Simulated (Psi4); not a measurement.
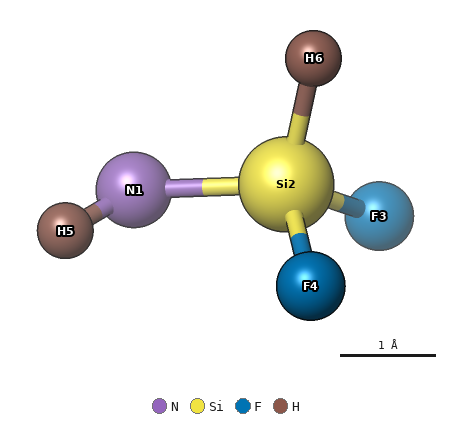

Fig. 1: The structure (ball-and-stick view, seen at an oblique angle; atoms are numbered from 1 in the order of the input). Bond lengths as drawn: F–Si 1.56 Å, H–N 1.00 Å, H–Si 1.46 Å and N–Si 1.72 Å.

## Frequency calculation of SiNH2F2 (part 1 of 3)

SiNH2F2, multiplicity 2, SMILES [NH][SiH](F)F, computed with HF/def2-TZVP, UHF (Psi4 1.11).

The geometry was optimised with hf/def2-TZVP.

The input (f2h2nsi.dat):
```
memory 1.6 GB

molecule molecule1 {
  0 2
  N
  Si 1 1.721342
  F 2 1.557946 1 107.9668
  F 2 1.564568 3 106.31066 1 121.29304
  H 1 1.004482 2 119.05519 3 138.29604
  H 2 1.45691 3 110.15314 4 118.28992
  units angstrom
}

set {
  basis     def2-TZVP
  reference uhf
  t         298.15
}

energy_value = frequencies('scf')
```

Hardware: 1 thread of Intel Xeon (Granite Rapids), 160 GiB of memory available, shared host.

Command:
```bash
psi4 -n 1 f2h2nsi.dat f2h2nsi.out
```

Output:
```
Psi4 1.11 release

  Memory set to   1.490 GiB by Python driver.

gradient() will perform analytic gradient computation.

   => Loading Basis Set <=

    Name: DEF2-TZVP
    Role: ORBITAL
    Keyword: BASIS

         ---------------------------------------------------------
                                   SCF
                              UHF Reference
                        1 Threads,   1525 MiB Core
         ---------------------------------------------------------

  ==> Geometry <==

    Molecular point group: c1
    Full point group: C1

    Geometry (in Angstrom), charge = 0, multiplicity = 2:

       Center              X                  Y                   Z               Mass
    ------------   -----------------  -----------------  -----------------  -----------------
         N            0.290000197222     0.174239280225    -1.658258363497    14.003074004430
         SI           0.290000197222     0.174239280225     0.063083636503    27.976926534650
         F            0.290000197222    -1.307734131667     0.543656779075    18.998403162730
         F           -0.993149013939     0.832802595676     0.669462633554    18.998403162730
         H           -0.294164104122     0.829799690541    -2.146086925378     1.007825032230
         H            1.469463615241     0.865311725657     0.566940430463     1.007825032230

  Running in c1 symmetry.

  Rotational constants: A =      0.24455  B =      0.23305  C =      0.13683 [cm^-1]
  Rotational constants: A =   7331.34610  B =   6986.79678  C =   4102.10726 [MHz]
  Nuclear repulsion =  177.767520200814147

  Charge       = 0
  Multiplicity = 2
  Electrons    = 41
  Nalpha       = 21
  Nbeta        = 20

  ==> Algorithm <==

  SCF Algorithm Type is DF.
  DIIS enabled.
  MOM disabled.
  Fractional occupation disabled.
  Guess Type is SAD.
  Energy threshold   = 1.00e-08
  Density threshold  = 1.00e-08
  Integral threshold = 1.00e-12

  ==> Primary Basis <==

  Basis Set: DEF2-TZVP
    Blend: DEF2-TZVP
    Number of shells: 54
    Number of basis functions: 142
    Number of Cartesian functions: 162
    Spherical Harmonics?: true
    Max angular momentum: 3

   => Loading Basis Set <=

    Name: (DEF2-TZVP AUX)
    Role: JKFIT
    Keyword: DF_BASIS_SCF

  ==> Integral Setup <==

  DFHelper Memory: AOs need 0.063 GiB; user supplied 1.118 GiB.
  SCF_SUBTYPE=INCORE selected. In-core MEM_DF algorithm will be used.
  Using in-core AOs.

  ==> MemDFJK: Density-Fitted J/K Matrices <==

    J tasked:                   Yes
    K tasked:                   Yes
    wK tasked:                   No
    Memory [MiB]:              1144
    Algorithm:                 Core
    Schwarz Cutoff:           1E-12
    Mask sparsity (%):       2.1226
    Fitting Condition:        1E-10

   => Auxiliary Basis Set <=

  Basis Set: (DEF2-TZVP AUX)
    Blend: DEF2-UNIVERSAL-JKFIT
    Number of shells: 125
    Number of basis functions: 395
    Number of Cartesian functions: 474
    Spherical Harmonics?: true
    Max angular momentum: 4

  Minimum eigenvalue in the overlap matrix is 2.5791076805E-03.
  Reciprocal condition number of the overlap matrix is 4.7118654900E-04.
    Using symmetric orthogonalization.

  ==> Pre-Iterations <==

  SCF Guess: Superposition of Atomic Densities via on-the-fly atomic UHF (no occupation information).

   -------------------------
    Irrep   Nso     Nmo
   -------------------------
     A        142     142
   -------------------------
    Total     142     142
   -------------------------

  ==> Iterations <==

                           Total Energy        Delta E     RMS |[F,P]|

   @DF-UHF iter SAD:  -542.53753730006565   -5.42538e+02   0.00000e+00
   @DF-UHF iter   1:  -543.51092466114289   -9.73387e-01   3.83650e-03 DIIS/ADIIS
   @DF-UHF iter   2:  -543.62942600147983   -1.18501e-01   2.28981e-03 DIIS/ADIIS
   @DF-UHF iter   3:  -543.66830927212015   -3.88833e-02   4.04571e-04 DIIS/ADIIS
   @DF-UHF iter   4:  -543.67325693083387   -4.94766e-03   1.66162e-04 DIIS/ADIIS
   @DF-UHF iter   5:  -543.67402855691319   -7.71626e-04   9.24944e-05 DIIS
   @DF-UHF iter   6:  -543.67436773042368   -3.39174e-04   5.62799e-05 DIIS
   @DF-UHF iter   7:  -543.67459572183020   -2.27991e-04   3.33764e-05 DIIS
   @DF-UHF iter   8:  -543.67470534787401   -1.09626e-04   2.51193e-05 DIIS
   @DF-UHF iter   9:  -543.67478025733737   -7.49095e-05   2.11278e-05 DIIS
   @DF-UHF iter  10:  -543.67489104160404   -1.10784e-04   1.52356e-05 DIIS
   @DF-UHF iter  11:  -543.67497054875162   -7.95071e-05   8.10238e-06 DIIS
   @DF-UHF iter  12:  -543.67498876900174   -1.82203e-05   3.70822e-06 DIIS
   @DF-UHF iter  13:  -543.67499075862327   -1.98962e-06   1.74528e-06 DIIS
   @DF-UHF iter  14:  -543.67499099268139   -2.34058e-07   7.28881e-07 DIIS
   @DF-UHF iter  15:  -543.67499101938586   -2.67045e-08   2.67262e-07 DIIS
   @DF-UHF iter  16:  -543.67499102236593   -2.98007e-09   1.06402e-07 DIIS
   @DF-UHF iter  17:  -543.67499102265924   -2.93312e-10   5.54900e-08 DIIS
   @DF-UHF iter  18:  -543.67499102274496   -8.57199e-11   2.03111e-08 DIIS
   @DF-UHF iter  19:  -543.67499102275826   -1.33014e-11   7.93976e-09 DIIS
  Energy and wave function converged.

  ==> Post-Iterations <==

   @Spin Contamination Metric:   8.132222162E-03
   @S^2 Expected:                7.500000000E-01
   @S^2 Observed:                7.581322222E-01
   @S   Expected:                5.000000000E-01
   @S   Observed:                5.000000000E-01

    Orbital Energies [Eh]
    ---------------------

    Alpha Occupied:

       1A    -68.852408     2A    -26.306370     3A    -26.304717
       4A    -15.603072     5A     -6.194298     6A     -4.303177
       7A     -4.302251     8A     -4.301031     9A     -1.625504
      10A     -1.604291    11A     -1.180308    12A     -0.809652
      13A     -0.737037    14A     -0.717901    15A     -0.711608
      16A     -0.678581    17A     -0.661890    18A     -0.652597
      19A     -0.570884    20A     -0.523362    21A     -0.493806

    Alpha Virtual:

      22A      0.130807    23A      0.155742    24A      0.162489
      25A      0.207075    26A      0.235871    27A      0.270220
      28A      0.333793    29A      0.350463    30A      0.390830
      31A      0.453152    32A      0.472271    33A      0.498475
      34A      0.515070    35A      0.530063    36A      0.561406
      37A      0.586423    38A      0.609217    39A      0.663598
      40A      0.692105    41A      0.749452    42A      0.771934
      43A      0.781384    44A      0.800701    45A      0.870790
      46A      0.883113    47A      0.908922    48A      1.119366
      49A      1.124938    50A      1.151837    51A      1.170947
      52A      1.188965    53A      1.196449    54A      1.240455
      55A      1.273649    56A      1.280479    57A      1.295804
      58A      1.360848    59A      1.377077    60A      1.440456
      61A      1.511791    62A      1.564411    63A      1.578853
      64A      1.634515    65A      1.744628    66A      1.797952
      67A      1.812479    68A      1.840282    69A      1.874233
      70A      2.117441    71A      2.169131    72A      2.219043
      73A      2.265765    74A      2.288856    75A      2.343477
      76A      2.366582    77A      2.436800    78A      2.462413
      79A      2.493742    80A      2.667629    81A      2.678998
      82A      2.794699    83A      2.825925    84A      2.844980
      85A      2.860650    86A      2.876079    87A      2.942410
      88A      2.996236    89A      3.064505    90A      3.169315
      91A      3.449917    92A      3.749295    93A      3.771698
      94A      3.776799    95A      3.820792    96A      4.125681
      97A      4.207471    98A      4.274106    99A      4.286059
     100A      4.363403   101A      4.450297   102A      4.544545
     103A      4.570461   104A      4.652667   105A      4.748892
     106A      4.963848   107A      5.064286   108A      5.185375
     109A      5.336946   110A      5.409966   111A      5.906482
     112A      6.738707   113A      6.872238   114A      6.995922
     115A      7.358198   116A      7.365182   117A      7.376179
     118A      7.378312   119A      7.381718   120A      7.390408
     121A      7.402372   122A      7.416980   123A      7.436763
     124A      7.448901   125A      7.464390   126A      7.494972
     127A      7.679429   128A      7.800398   129A      8.892855
     130A      8.920486   131A      8.929942   132A      8.990810
     133A      9.196532   134A      9.208983   135A      9.227743
     136A      9.284294   137A      9.341310   138A      9.482159
     139A     12.234437   140A     32.867700   141A     58.712926
     142A     58.773575

    Beta Occupied:

       1A    -68.852885     2A    -26.306456     3A    -26.304489
       4A    -15.574114     5A     -6.194950     6A     -4.303581
       7A     -4.302831     8A     -4.301846     9A     -1.625176
      10A     -1.603992    11A     -1.061391    12A     -0.806109
      13A     -0.736028    14A     -0.715107    15A     -0.707241
      16A     -0.677102    17A     -0.658730    18A     -0.636718
      19A     -0.540792    20A     -0.457488

    Beta Virtual:

      21A      0.044230    22A      0.138285    23A      0.157522
      24A      0.178794    25A      0.215091    26A      0.247479
      27A      0.280243    28A      0.336600    29A      0.358742
      30A      0.400813    31A      0.457716    32A      0.482718
      33A      0.521503    34A      0.526086    35A      0.560847
      36A      0.596372    37A      0.614212    38A      0.622948
      39A      0.677869    40A      0.702516    41A      0.754829
      42A      0.780517    43A      0.785803    44A      0.801686
      45A      0.873080    46A      0.887276    47A      0.911136
      48A      1.124275    49A      1.128666    50A      1.167896
      51A      1.178602    52A      1.200148    53A      1.215428
      54A      1.249615    55A      1.282648    56A      1.289225
      57A      1.307862    58A      1.368813    59A      1.388740
      60A      1.446907    61A      1.529153    62A      1.574383
      63A      1.585438    64A      1.648979    65A      1.747416
      66A      1.825132    67A      1.839579    68A      1.846857
      69A      1.882587    70A      2.119065    71A      2.179359
      72A      2.231671    73A      2.272254    74A      2.303628
      75A      2.353667    76A      2.373508    77A      2.440111
      78A      2.473049    79A      2.544630    80A      2.687862
      81A      2.707020    82A      2.799469    83A      2.834602
      84A      2.847920    85A      2.864434    86A      2.882341
      87A      2.943231    88A      2.996694    89A      3.068678
      90A      3.181271    91A      3.473247    92A      3.750646
      93A      3.772162    94A      3.777529    95A      3.822278
      96A      4.127140    97A      4.208733    98A      4.314010
      99A      4.329814   100A      4.404097   101A      4.473243
     102A      4.557794   103A      4.587310   104A      4.690651
     105A      4.757664   106A      5.035650   107A      5.133709
     108A      5.251848   109A      5.352798   110A      5.436416
     111A      5.919549   112A      6.738855   113A      6.872157
     114A      6.996223   115A      7.358267   116A      7.365256
     117A      7.376152   118A      7.378291   119A      7.381760
     120A      7.390455   121A      7.402434   122A      7.417107
     123A      7.436791   124A      7.449056   125A      7.464503
     126A      7.495103   127A      7.679670   128A      7.800451
     129A      8.892853   130A      8.920561   131A      8.929973
     132A      8.990869   133A      9.196680   134A      9.209162
     135A      9.227862   136A      9.284429   137A      9.341467
     138A      9.482301   139A     12.234198   140A     32.885536
     141A     58.712977   142A     58.773617

    Final Occupation by Irrep:
              A
    DOCC [    20 ]
    SOCC [     1 ]
    NA   [    21 ]
    NB   [    20 ]

  @DF-UHF Final Energy:  -543.67499102275826

   => Energetics <=

    Nuclear Repulsion Energy =            177.7675202008141468
    One-Electron Energy =               -1109.3832522506068017
    Two-Electron Energy =                 387.9407410270343917
    Total Energy =                       -543.6749910227582632

  UHF NO Occupations:
  HONO-2 :   19  A 1.9994311
  HONO-1 :   20  A 1.9971943
  HONO-0 :   21  A 1.0000000
  LUNO+0 :   22  A 0.0028057
  LUNO+1 :   23  A 0.0005689
  LUNO+2 :   24  A 0.0005568
  LUNO+3 :   25  A 0.0001342

Computation Completed

Properties will be evaluated at   0.000000,   0.000000,   0.000000 [a0]

Properties computed using the SCF density matrix

 Multipole Moments:

 ------------------------------------------------------------------------------------
     Multipole            Electronic (a.u.)      Nuclear  (a.u.)        Total (a.u.)
 ------------------------------------------------------------------------------------

 L = 1.  Multiply by 2.5417464519 to convert [e a0] to [Debye]
 Dipole X            :         -1.7420297            1.7706059            0.0285762
 Dipole Y            :         -1.3595438            2.0404365            0.6808927
 Dipole Z            :          2.3404096           -2.6186113           -0.2782017
 Magnitude           :                                                    0.7360894

 ------------------------------------------------------------------------------------

	total time  =          2 seconds =       0.03 minutes

         ------------------------------------------------------------
                                   SCF GRAD
         ------------------------------------------------------------

  ==> Geometry <==

    Molecular point group: c1
    Full point group: C1

    Geometry (in Angstrom), charge = 0, multiplicity = 2:

       Center              X                  Y                   Z               Mass
    ------------   -----------------  -----------------  -----------------  -----------------
         N            0.290000197222     0.174239280225    -1.658258363497    14.003074004430
         SI           0.290000197222     0.174239280225     0.063083636503    27.976926534650
         F            0.290000197222    -1.307734131667     0.543656779075    18.998403162730
         F           -0.993149013939     0.832802595676     0.669462633554    18.998403162730
         H           -0.294164104122     0.829799690541    -2.146086925378     1.007825032230
         H            1.469463615241     0.865311725657     0.566940430463     1.007825032230

  Nuclear repulsion =  177.767520200814147

  ==> Basis Set <==

  Basis Set: DEF2-TZVP
    Blend: DEF2-TZVP
    Number of shells: 54
    Number of basis functions: 142
    Number of Cartesian functions: 162
    Spherical Harmonics?: true
    Max angular momentum: 3

  ==> DFJKGrad: Density-Fitted SCF Gradients <==

    Gradient:                    1
    J tasked:                  Yes
    K tasked:                  Yes
    wK tasked:                  No
    Integrals threads:           1
    Memory [MiB]:             1144
    Schwarz Cutoff:          1E-12
    Fitting Condition:       1E-10

   => Auxiliary Basis Set <=

  Basis Set: (DEF2-TZVP AUX)
    Blend: DEF2-UNIVERSAL-JKFIT
    Number of shells: 125
    Number of basis functions: 395
    Number of Cartesian functions: 474
    Spherical Harmonics?: true
    Max angular momentum: 4

  -Total Gradient:
     Atom            X                  Y                   Z
    ------   -----------------  -----------------  -----------------
       1       -0.000005885780     0.000008616879     0.000008446984
       2        0.000005803880    -0.000022798953    -0.000003295307
       3        0.000000751649     0.000018042530    -0.000000043168
       4       -0.000007015962    -0.000000031000     0.000000483481
       5        0.000003816322    -0.000001694359    -0.000003660384
       6        0.000002529886    -0.000002135099    -0.000001931609

	total time  =          1 seconds =       0.02 minutes

  Based on options and gradient (rms=8.05E-06), recommend projecting translations and projecting rotations.
hessian() will perform analytic frequency computation.

   => Loading Basis Set <=

    Name: DEF2-TZVP
    Role: ORBITAL
    Keyword: BASIS

         ---------------------------------------------------------
                                   SCF
                              UHF Reference
                        1 Threads,   1525 MiB Core
         ---------------------------------------------------------

  ==> Geometry <==

    Molecular point group: c1
    Full point group: C1

    Geometry (in Angstrom), charge = 0, multiplicity = 2:
```
